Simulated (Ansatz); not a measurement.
Bands of a (4,4) BN nanotube, along its axis.

Computed with PBE (plane waves to 420 eV, PAW; Ansatz, a program for electronic structure). Mesh 1×1×12. No spin polarisation. It repeats along c; a and b span vacuum. An idealised model, rolled from the flat sheet. It keeps the symmetry and period of its start, so it need not be a minimum against all distortions.

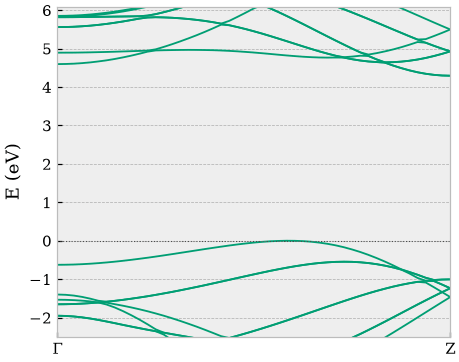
Figure. Bands from the zone centre to the zone edge (period 2.52 Å); the dotted line marks the highest filled level

### Question
Is it a metal or a semiconductor at this level? Give what the bands show.

### Answer
An insulator in PBE.
```
Property                                                      Value
--------  ---------------------------------------------------------
PBE gap   4.29 eV, indirect, from k = 0.292 × 2π/c to the zone edge
```
